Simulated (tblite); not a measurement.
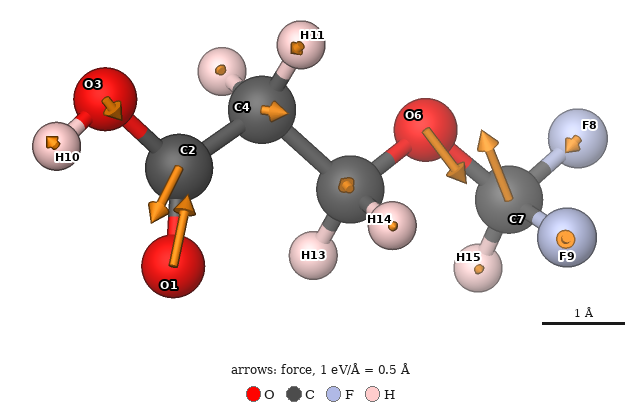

Starting geometry of C4H6F2O3 with the computed forces as orange arrows. A ball-and-stick model, seen from a free direction.

Theory: GFN2-xTB geometry optimisation, gas phase (tblite). 

### Is this structure relaxed? If not, where do the atoms go?

It isn't relaxed: the largest force vector, on a C atom, is 2.03 eV/Å. The final displacements have little in common with the starting forces (cosine between the two patterns 0.18). The energy falls by 15.8 kJ/mol in 76 geometry steps. The atom that moves furthest after the best rigid fit is an F atom (0.26 Å). Largest moves by element: F 0.26 Å, H 0.19 Å, O 0.09 Å, C 0.08 Å. Among the contacts that change: C–O 1.412 → 1.345 Å, C–O 1.226 → 1.200 Å, C–C 1.493 → 1.509 Å, C–O 1.350 → 1.335 Å. Among the angles between lasting bonds that change: C–O–H 104.7° → 110.7°, F–C–H 110.7° → 106.5°, C–O–C 110.6° → 114.5°.
